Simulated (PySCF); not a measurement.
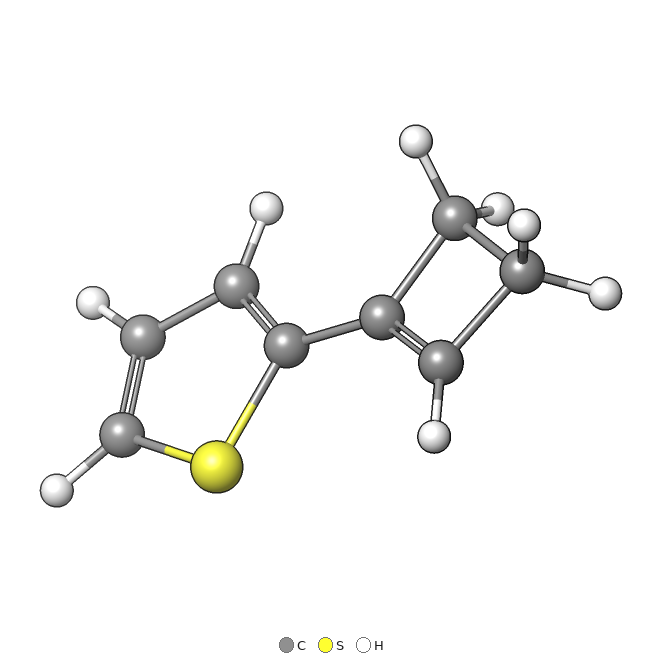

The picture shows a molecular structure as a ball-and-stick model. Double and triple bonds are drawn as two and three sticks.

The computed structure is the end point of a GFN2-xTB optimisation. No frequency run is at hand to confirm it as a minimum.

> What is the molecular formula?

C8H8S, 17 atoms: 8 carbon, 8 hydrogen and 1 sulfur.

> Write the SMILES.

C1=C(c2cccs2)CC1

The parts below concern this one geometry. Atoms keep their numbers from picture to picture.

Electronic properties

No frequency run is at hand to confirm it as a minimum. Method: PBE0/def2-SVPD, gas phase (PySCF 2.14.0). Excitations: vertical, linear response.

> Give the LUMO energy (Kohn–Sham orbital) at this level.

−1.17 eV.

> Give the lowest vertical singlet excitation at this level.

4.44 eV.

> What is the mean static polarisability?

113.6 bohr³.

> Estimate the dipole moment.

0.70 D.

Ring current

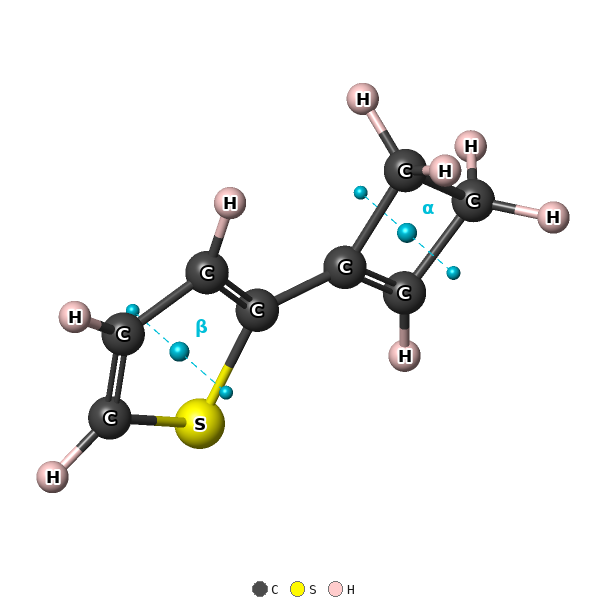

The small points mark where nucleus-independent chemical shifts (NICS) were computed: at the centre of each lettered ring and 1 Å above and below it. No frequency run is at hand to confirm it as a minimum. Properties computed with GIAO PBE0/pcSseg-1 NMR shielding, non-relativistic, gas phase (PySCF 2.14.0).

Give NICS(0), NICS(1) and the out-of-plane component NICS(1)zz for each ring (means of the two sides).

| ring | members | NICS(0) | NICS(1) | NICS(1)zz |
| --- | --- | --- | --- | --- |
| α | C4 | 0.2 | −1.9 | 0.9 |
| β | C4S | −11.6 | −10.5 | −23.9 |

Values in ppm.

> What do the values say about the ring currents?

Ring β: diatropic, as in an aromatic ring. NICS is one index among several.

NMR shielding

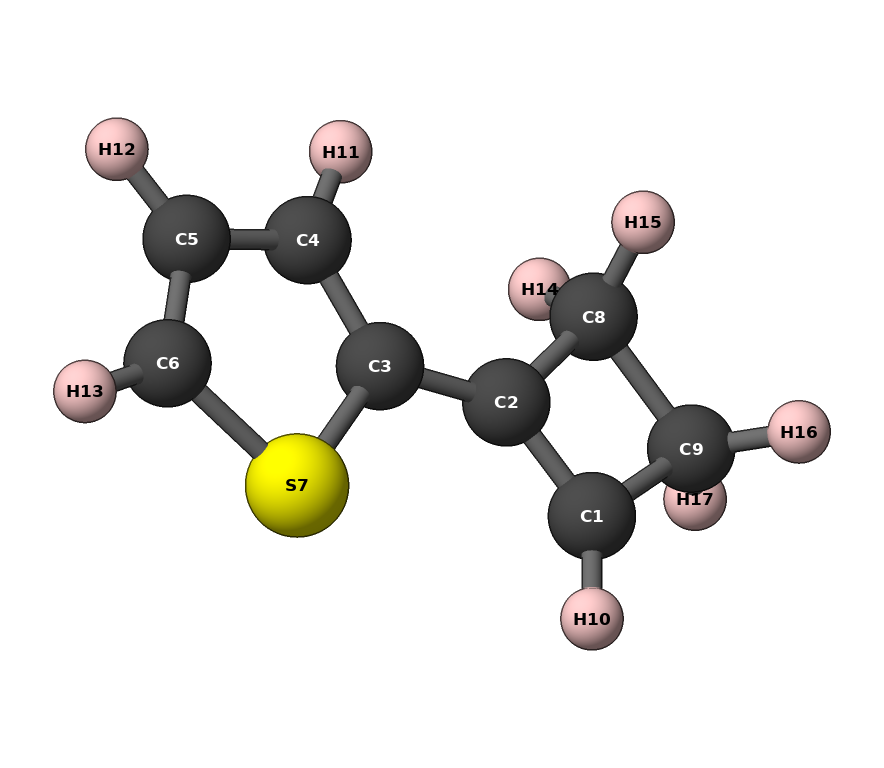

No frequency run is at hand to confirm it as a minimum. Properties computed with GIAO PBE0/pcSseg-1 NMR shielding, non-relativistic, gas phase (PySCF 2.14.0). Principal shieldings σ11 ≤ σ22 ≤ σ33, span Ω = σ33 − σ11, skew κ = 3(σiso − σ22)/Ω.

Give the shielding tensors of the S atoms.

```csv
atom,σ11,σ22,σ33,σiso,Ω,κ
S7,136.6,304.8,416.5,286.0,279.8,−0.20
```

Shieldings and span in ppm.
